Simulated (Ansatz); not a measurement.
## Electronic structure of AlClFH₃ in real space

Input file:

```
crystal:
  periodic: [false, false, false]
  atoms:
    - { symbol: Al, position_ang: [-0.903189, 0.455538, -0.452406] }
    - { symbol: F, position_ang: [-0.796539, -0.537833, 0.988213] }
    - { symbol: H, position_ang: [-1.12208, -0.338843, -1.804914] }
    - { symbol: H, position_ang: [-0.863972, 2.019214, -0.202023] }
    - { symbol: H, position_ang: [1.329652, -0.989015, 1.1045] }
    - { symbol: Cl, position_ang: [2.356128, -0.608962, 0.366529] }
basis:
  gaussian: { orbitals: def2-SVPD }
hamiltonian:
  xc: pbe
  dispersion: d4
relax:
  f_tol: 0.03
  max_steps: 50
output:
  orbitals: {}
```

Command:

```sh
ansatz run input.yaml --threads 2 --pin off --max-ram 3072MiB --backend cpu --events-out ev --progress --plain --runs-dir out
```

The fields are those of the relaxed geometry.

Theory: RKS PBE-D4/def2-SVPD in Ansatz 0.2.0.

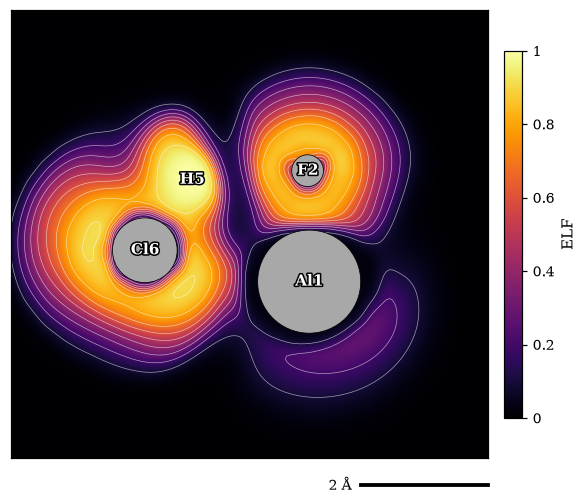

Figure 1. ELF on the plane of atoms Al1, Cl6 and H5. Grey discs cover the atomic cores.

Q: What do the fields say about this system?

A: Atoms in the plane: Al, F, H and Cl. Al–F (1.75 Å): the ELF peaks at about 0.85 in the valence shell of F, 0.6 Å from its nucleus, and is about 0.30 at the midpoint. Al–Cl (2.63 Å): the ELF peaks at about 0.85 in the valence shell of Cl, 0.8 Å from its nucleus, and is about 0.55 at the midpoint. Cl–H (1.33 Å): the ELF climbs to about 1 towards the hydrogen, as it does in any bond to H: an ordinary covalent bond to hydrogen. The ELF also peaks beside Cl6 and F2, away from the bonds: lone-pair regions.

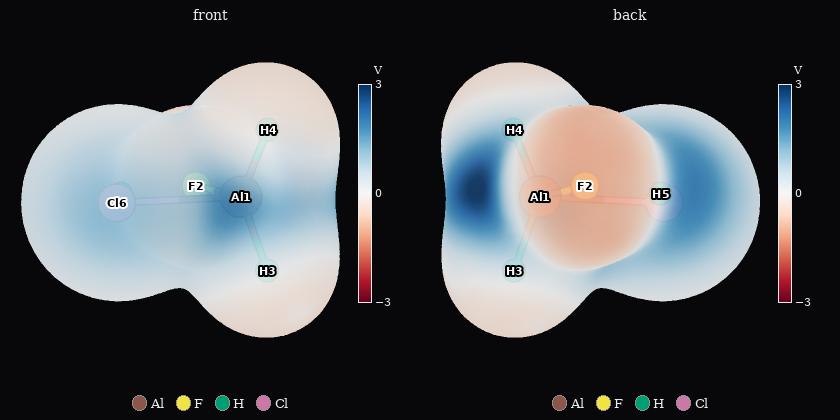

Figure 2. The molecular electrostatic potential painted on the density surface at 0.002 e/bohr³, seen from the front and from behind; the colour scale runs from red (negative) to blue (positive).

Q: Where is the surface potential most negative and most positive?

A: The most negative region (about −1.1 V) lies over F2, the most positive (about +2.9 V) over Al1.

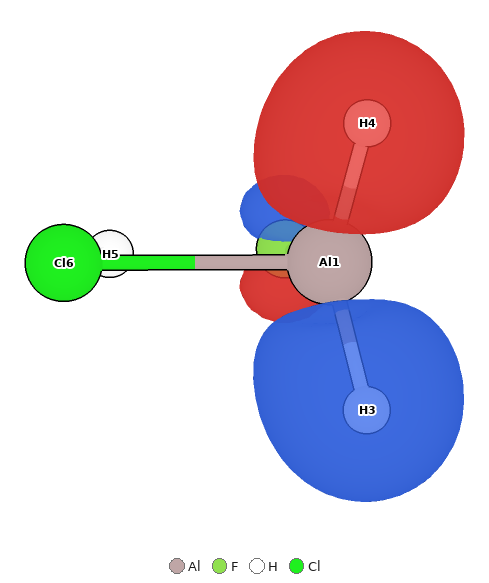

Figure 3. One frontier orbital at ±0.15 Å⁻³ᐟ² (blue and red are the two phases), seen at a tilt.

Q: Which orbital is it: HOMO or LUMO?

A: The HOMO, at −7.25 eV. By Hirshfeld shares it lies mainly on Al1 (about 30 %), H3 (about 30 %) and H4 (about 30 %).
